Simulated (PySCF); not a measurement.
The calculation's input:

```
{"job": {"kind": "uv", "xc": "CAM-B3LYP", "basis": "def2-SVPD", "nstates": 8, "ntriplets": 3}, "charge": 0, "multiplicity": 1}
Si     2.211364     1.118895    -0.573296
Si     1.510864    -0.790481     0.522567
C     -0.028241    -1.567914    -0.310448
Si    -1.728146    -0.988549     0.321401
Si    -2.089198     1.275229     0.019052
Cl    -1.186414     2.336606     1.497637
H      2.660203     0.831911    -1.942040
H      3.348895     1.746827     0.103556
H      1.173536     2.143551    -0.707967
H      1.189618    -0.580631     1.941720
H      2.559847    -1.827279     0.515446
H      0.028315    -1.395107    -1.386674
H      0.019299    -2.649935    -0.184549
H     -2.767326    -1.745798    -0.397932
H     -1.837432    -1.393860     1.730512
H     -3.499995     1.667230     0.076672
H     -1.572188     1.831334    -1.235567
```

Command:

```sh
OMP_NUM_THREADS=1 python probes_run.py task.json out
```

Geometry: GFN2-xTB.

All numbers below come from CAM-B3LYP/def2-SVPD, SCF density, gas phase (PySCF 2.14.0).

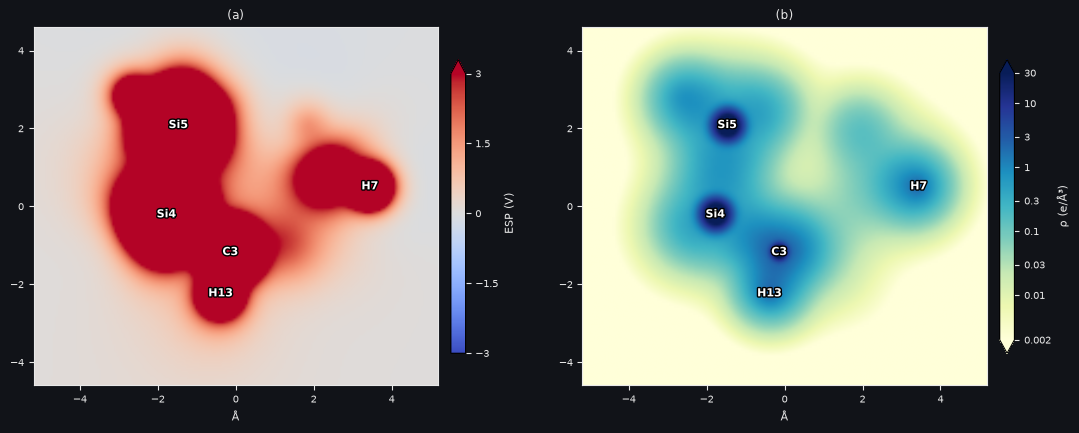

CH$_{11}$ClSi$_{4}$. (a) electrostatic potential; (b) electron density on the plane of atoms C3, Si4 and Si5.

Q: What do the fields say about this system?

A: The plane passes through C, Si and H nuclei. C–Si (1.90 Å): ρ at the midpoint is about 0.9 e/Å³. Si–Si (2.31 Å): ρ at the midpoint is about 0.7 e/Å³. C–H (1.09 Å): ρ is about 1.9 e/Å³ halfway. The potential has no marked negative region in this plane.
